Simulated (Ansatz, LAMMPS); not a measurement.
# Glassy 83GeO2-8Al2O3-8SrO (mol %) (111 atoms): where an added charge goes: runs compared

Does an extra electron or hole in glassy 83GeO2-8Al2O3-8SrO (mol %) (111 atoms) stay spread out, or do the atoms trap it?

Computed with Ansatz 0.2.0: Kohn-Sham DFT, PBE, PAW (set soft_1), plane waves.

## Step 1: The cell as built

The cell holds 111 atoms: 30 Ge, 6 Al, 3 Sr and 72 O. Its edges and angles: a = 11.866 Å, b = 11.866 Å, c = 11.866 Å, α = 90.0°, β = 90.0°, γ = 90.0°. 111 atoms (30 Ge, 6 Al, 3 Sr, 72 O) placed at random at 3.7 g/cm³, melted at 4000 K for 10 ps at fixed volume with the Morse and Coulomb pair potential with partial charges (Pedone, Malavasi, Menziani, Cormack and Segre, J. Phys. Chem. B 110, 11780 (2006)). Quenched from 4000 K to 300 K at 10 K/ps and fixed volume, held 10 ps at zero pressure.

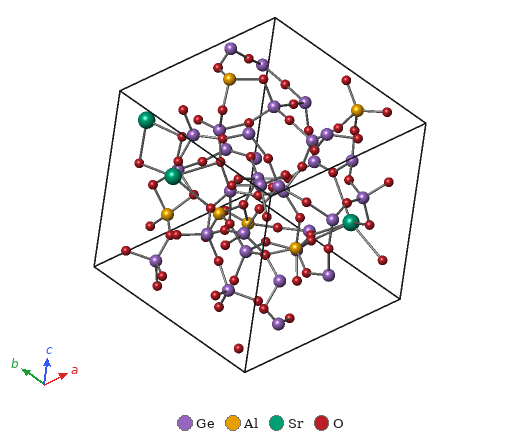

The cell as built. Bonds to atoms that aren't drawn are left out. Some periodic images of atoms are drawn too.

What the set-up can't give: The quench rate of 10 K/ps far exceeds what a furnace or splat quench reaches, so expect more defects and frozen-in strain than in a real sample. The starting topology of bonds comes from the classical model, and needn't be the one that DFT or experiment would give. Only the Γ point is sampled, in a cell whose shortest periodic width is 12 Å.

## Step 2: The reference run

The reference is a single point at the end of the relaxation.

The charged cells start from the geometry of this run, on a uniform background, with spin and a narrow Fermi–Dirac smearing.

Its input, with most atom lines left out:

```yaml
crystal:
  lattice:
    - [11.8657, 0.0, 0.0]
    - [0.0, 11.8657, 0.0]
    - [0.0, 0.0, 11.8657]
  atoms:
    - { symbol: Ge, position: [0.90114, 0.9569, 0.80359] }
    - { symbol: Ge, position: [0.46195, 0.48631, 0.20654] }
    - { symbol: Ge, position: [0.49574, 0.04232, 0.64147] }
    - { symbol: Ge, position: [0.16755, 0.68514, 0.86861] }
    - { symbol: Ge, position: [0.98978, 0.97816, 0.22457] }
    - { symbol: Ge, position: [0.65512, 0.38653, 0.81089] }
    - { symbol: Ge, position: [0.92124, 0.3283, 0.62195] }
    [... atom lines 8 to 111 left out ...]
kpoints:
  mp_grid: { grid: [1, 1, 1] }
hamiltonian:
  xc: pbe
  pseudopotentials: { kind: paw, azcp: { folder: soft_1 } }
scf:
  occupations: { method: fixed }
output:
  forces: true
  stress: true
  populations: true
  dos:
    method: { smearing: { sigma: 0.08 } }
    de: 0.1
    projected: { site_lists: { Al: [Al], Ge: [Ge], O: [O], Sr: [Sr] } }
  eigenvalues: true
  write_density: true
  write_potential: true
  volumetric_format: npy
  elf: true
```

```
free energy per atom   : -1653.9020 eV/atom
r.m.s. force component : 0.00827 eV/Å
pressure               : -1.342 GPa
```

Filled and empty levels are parted by 2.09 eV (at Γ alone); a semilocal functional tends to put such gaps too low. In a disordered cell it changes from sample to sample, and tail or defect levels can set it.

## Step 3: The runs

Each row is one run, on 4 threads of Arm Neoverse V1, shared host. The free energy is the program's total, comparable only between runs with the same functional, potentials and atoms; between charge states it hangs on the program's zero of potential.

| run | atoms | outcome | ionic steps, all passes | free energy (eV) | time | host memory (GiB) |
| --- | --- | --- | --- | --- | --- | --- |
| Single point at the start | 111 | converged | - | -183569.945 | 38 s | 2.6 |
| Relaxation | 111 | converged | 13 | -183583.117 | 5 min | 2.6 |
| Single point at the relaxed geometry | 111 | converged | - | -183583.117 | 56 s | 2.7 |
| An extra electron, atoms held | 111 | converged | - | -183577.377 | 2.9 min | 4.6 |
| An extra electron, atoms relaxed | 111 | converged | 5 | -183577.417 | 6.2 min | 4.5 |
| An extra electron, levels at the relaxed geometry | 111 | converged | - | -183577.417 | 2.4 min | 4.6 |
| Neutral at the geometry of the electron | 111 | converged | - | -183583.072 | 52 s | 2.8 |
| An extra hole, atoms held | 111 | converged | - | -183586.589 | 3.7 min | 4.6 |
| An extra hole, atoms relaxed | 111 | converged | 5 | -183586.681 | 8.7 min | 4.5 |
| An extra hole, levels at the relaxed geometry | 111 | converged | - | -183586.681 | 3.8 min | 4.6 |
| Neutral at the geometry of the hole | 111 | converged | - | -183582.977 | 52 s | 2.8 |

A closer look about O103, which holds the most spin of the extra hole after relaxation: 8 atoms, nearest first, numbered in the order of the input, with positions taken from that point.

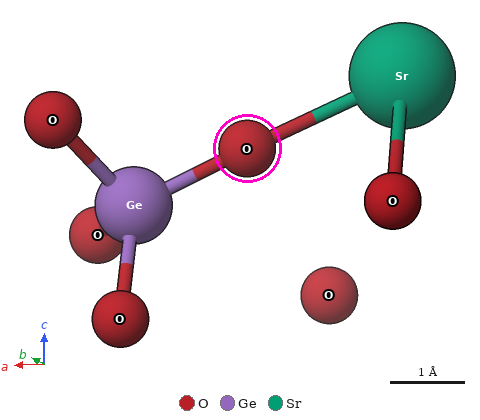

The atoms of the table, within 3.2 Å (arrows a, b, c point along x, y, z); some may hide others; the central atom is ringed.

| atom | x | y | z | distance (Å) | Löwdin charge (e) | moment (μB) |
| --- | --- | --- | --- | --- | --- | --- |
| O103 | 0.00 | 0.00 | 0.00 | 0.00 | -0.81 | 0.15 |
| Ge14 | 1.52 | 0.30 | -0.75 | 1.72 | 1.48 | 0.00 |
| Sr38 | -1.96 | -0.74 | 1.01 | 2.33 | 1.82 | 0.00 |
| O90 | 2.22 | 1.66 | 0.25 | 2.78 | -0.65 | 0.01 |
| O48 | 2.52 | -1.18 | -0.88 | 2.92 | -0.66 | 0.01 |
| O88 | 1.48 | 0.97 | -2.41 | 2.99 | -0.66 | 0.01 |
| O61 | -2.52 | 1.37 | -1.05 | 3.06 | -0.70 | 0.00 |
| O74 | -0.25 | -2.77 | -1.61 | 3.21 | -0.69 | 0.00 |

## Step 4: Energies and spread of the extra charge

Energies are differences within one cell and functional; the shift is the gain plus the neutral cell's energy at the new geometry, that is how much cheaper the vertical process becomes there. The spread is the participation number of the site moments (1/Σw², over the spin inside atomic spheres), with the atom that holds the largest share and the spin that the spheres hold in all.

| carrier | charged less neutral, atoms held (eV) | gain on relaxing (eV) | neutral cell at that geometry, less the reference (eV) | shift of the vertical energy (eV) | spread, atoms held | spread, relaxed |
| --- | --- | --- | --- | --- | --- | --- |
| electron | 5.740 | 0.040 | 0.046 | 0.086 | 73; O79 3 % of 0.27 μB | 64; Ge22 4 % of 0.36 μB |
| hole | -3.471 | 0.092 | 0.140 | 0.232 | 18; O103 12 % of 0.81 μB | 10; O103 18 % of 0.81 μB |

## Step 5: Outcome

The extra electron gains 0.040 eV as the atoms relax, and its spin goes from about 73 to 64 atoms: it stays spread out at this level. The cell with the electron ends on a moment of 0.80 μB, short of the 1 μB of one unpaired electron, so the spin density holds only part of the carrier. With the atoms held, the spheres hold only 0.27 of the 0.62 μB, so the spread is read from a small part of the spin. The extra hole gains 0.092 eV as the atoms relax, and its spin goes from about 18 to 10 atoms: a partial localisation as the atoms move, with the largest share on O103. The hole is shared among 3 partly filled levels, as near-degenerate levels under the smearing give, and as self-interaction favours. Adding the two vertical energies gives 2.27 eV, against a gap of 2.09 eV in the neutral cell. The zero of the potential cancels in this sum; the excess isn't taken apart here: charging of a small cell, filling of bands on a coarse mesh and the attraction to the background can all enter.

Caveats: Single energies of charged cells hang on the program's zero of potential. In the spin-polarised runs the search for a state of lower energy was switched off. No distortion was seeded, so a trapped state behind a barrier can't be found. Local and semilocal functionals favour spread-out charges, so trapping can be missed. Charged cells carry a uniform background, with no correction for images.

The DFT runs together took 36 min of wall time.

[Logs are printed without paths, hosts, clocks, repeated set-up lines and the standing remarks that a program may print on its own settings, such as how far it seeks lower states.]

[Hosts, paths, dates, database ids (printed as entryN), source tags and the programs' standing remarks are cut or masked in the printed files.]
